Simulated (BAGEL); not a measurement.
**TiF4 (SMILES [F][Ti]([F])([F])[F]): HF/STO-3G (density fitting with qzvpp-jkfit)**

Aim: the energy change on altering one bond length of TiF4 at HF/STO-3G (density fitting with qzvpp-jkfit), from 2 runs. 

Program for the calculation: BAGEL 1.2.2.

6 further runs of the same task are left out: 6 that didn't finish.

**1. Starting point**

TiF4: 5 atoms, total charge 0, spin state singlet. As SMILES, `[F][Ti]([F])([F])[F]`. Geometry: relaxed at PBE0-D4/def2-TZVP.

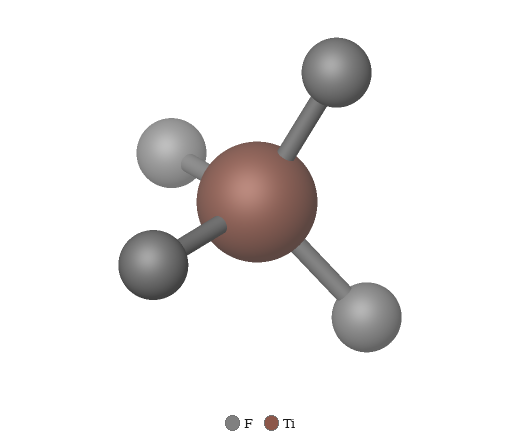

The structure, seen from a chosen angle (fluorine grey, titanium brown).

**2. A single-point energy at HF/STO-3G (density fitting with qzvpp-jkfit)**

input.json reads:

```json
{ "bagel" : [

{
  "title" : "molecule",
  "basis" : "sto-3g",
  "df_basis" : "qzvpp-jkfit",
  "angstrom" : true,
  "geometry" : [
    { "atom" : "F", "xyz" : [       0.175050,      -0.756690,       1.556510 ] },
    { "atom" : "Ti", "xyz" : [      -0.000010,       0.000040,       0.000020 ] },
    { "atom" : "F", "xyz" : [      -1.250130,       1.207040,       0.079520 ] },
    { "atom" : "F", "xyz" : [      -0.427660,      -1.200750,      -1.183680 ] },
    { "atom" : "F", "xyz" : [       1.502740,       0.750380,      -0.452370 ] }
  ]
},

{ "title" : "hf", "charge" : 0 },

{ "title" : "print", "file" : "orbitals.molden", "orbitals" : true }

]}
```

Launch:

```bash
BAGEL_NUM_THREADS=1 BAGEL input.json > input.out
```

Output:

```text
* using 1 threads per process

  ===============================================================
  ===============================================================

  *** Geometry ***

  { "atom" : "F", "xyz" : [      0.330797,     -1.429937,      2.941378 ] },
  { "atom" : "Ti", "xyz" : [     -0.000019,      0.000076,      0.000038 ] },
  { "atom" : "F", "xyz" : [     -2.362403,      2.280975,      0.150271 ] },
  { "atom" : "F", "xyz" : [     -0.808160,     -2.269089,     -2.236831 ] },
  { "atom" : "F", "xyz" : [      2.839767,      1.418013,     -0.854855 ] },

  Number of auxiliary basis functions:      572

  Since a DF basis is specified, we compute 2- and 3-index integrals:
    o Being stored without compression. Storage requirement is 0.007 GB

  Number of basis functions:       38
  Number of electrons      :       58

    * METHOD: MOLECULE                             0.17

  *** RHF ***

  === Nuclear Repulsion ===
   331.4691484479

      * DIIS with orbital gradients will be used.

  === RHF iteration (sto-3g) ===
      0      -1232.14613074          0.02447804           0.03
      1      -1232.30657785          0.01739919           0.03
      2      -1232.38757075          0.00049924           0.03
      3      -1232.38771761          0.00003837           0.03
      4      -1232.38771859          0.00000866           0.03
      5      -1232.38771865          0.00000146           0.03
      6      -1232.38771865          0.00000032           0.03
      7      -1232.38771865          0.00000008           0.03
      8      -1232.38771865          0.00000002           0.03
      9      -1232.38771865          0.00000000           0.03
    * SCF iteration converged.

    * Permanent dipole moment:
           (    0.000021,    -0.000127,    -0.000067) a.u.

    * METHOD: HF                                   0.36

    * METHOD: PRINT                                0.00

  ===============================================================
```

Run time: 0.68 s. Hardware: 1 thread of Intel Xeon 6975P-C (Granite Rapids), shared host; peak memory 0.086 GiB.

**3. The distorted shape at the same level**

calc.json reads:

```json
{ "bagel": [

{
  "title": "molecule",
  "basis": "sto-3g",
  "df_basis": "qzvpp-jkfit",
  "angstrom": true,
  "geometry": [
    { "atom": "F", "xyz": [    0.239186,   -0.576604,    1.734033 ] },
    { "atom": "Ti", "xyz": [    0.064126,    0.180126,    0.177543 ] },
    { "atom": "F", "xyz": [   -1.185994,    1.387126,    0.257043 ] },
    { "atom": "F", "xyz": [   -0.427660,   -1.200750,   -1.183680 ] },
    { "atom": "F", "xyz": [    1.566876,    0.930466,   -0.274847 ] }
  ]
},
{ "title": "hf" },
{ "title": "print", "file": "orbitals.molden", "orbitals": true }

]}
```

Launch:

```bash
BAGEL_NUM_THREADS=1 BAGEL calc.json > calc.out
```

Output:

```text
* using 1 threads per process

  ===============================================================
  ===============================================================

  *** Geometry ***

  { "atom" : "F", "xyz" : [      0.451996,     -1.089624,      3.276847 ] },
  { "atom" : "Ti", "xyz" : [      0.121181,      0.340389,      0.335508 ] },
  { "atom" : "F", "xyz" : [     -2.241204,      2.621288,      0.485741 ] },
  { "atom" : "F", "xyz" : [     -0.808160,     -2.269089,     -2.236831 ] },
  { "atom" : "F", "xyz" : [      2.960967,      1.758326,     -0.519386 ] },

  Number of auxiliary basis functions:      572

  Since a DF basis is specified, we compute 2- and 3-index integrals:
    o Being stored without compression. Storage requirement is 0.007 GB

  Number of basis functions:       38
  Number of electrons      :       58

    * METHOD: MOLECULE                             0.17

  *** RHF ***

  === Nuclear Repulsion ===
   320.4049655069

      * DIIS with orbital gradients will be used.

  === RHF iteration (sto-3g) ===
      0      -1232.04540820          0.02608810           0.03
      1      -1232.20796153          0.02199835           0.03
      2      -1232.33583854          0.00091572           0.03
      3      -1232.33644960          0.00030276           0.03
      4      -1232.33653114          0.00013485           0.03
      5      -1232.33655331          0.00002072           0.04
      6      -1232.33655374          0.00000278           0.03
      7      -1232.33655375          0.00000095           0.03
      8      -1232.33655375          0.00000040           0.03
      9      -1232.33655375          0.00000009           0.03
     10      -1232.33655375          0.00000003           0.03
     11      -1232.33655375          0.00000001           0.03
    * SCF iteration converged.

    * Permanent dipole moment:
           (   -0.102421,    -0.287756,    -0.283604) a.u.

    * METHOD: HF                                   0.43

    * METHOD: PRINT                                0.00

  ===============================================================
```

It took 0.74 s on 1 thread of Intel Xeon 6975P-C (Granite Rapids), shared host; peak memory 0.085 GiB.

**4. Outcome**

At HF/STO-3G (density fitting with qzvpp-jkfit):

| quantity | value |
| --- | --- |
| first shape: total energy | -1232.38772 Eh |
| first shape: dipole moment | 0.00 D |
| first shape: HOMO energy | -11.97 eV |
| first shape: LUMO energy | 9.46 eV |
| first shape: HOMO–LUMO gap | 21.43 eV |
| distorted shape: total energy | -1232.33655 Eh |
| distorted shape: dipole moment | 1.06 D |
| distorted shape: HOMO energy | -10.77 eV |
| distorted shape: LUMO energy | 8.29 eV |
| distorted shape: HOMO–LUMO gap | 19.06 eV |
| energy change with the Ti2–F4 bond stretched from 1.740 to 2.000 Å | 1.392 eV |

**Reading.** With the Ti2–F4 bond stretched from 1.740 to 2.000 Å the energy rises by 1.39 eV (32 kcal/mol). The first shape isn't relaxed at this level, so the change isn't measured from a minimum. The minimal basis adds a large error of its own.
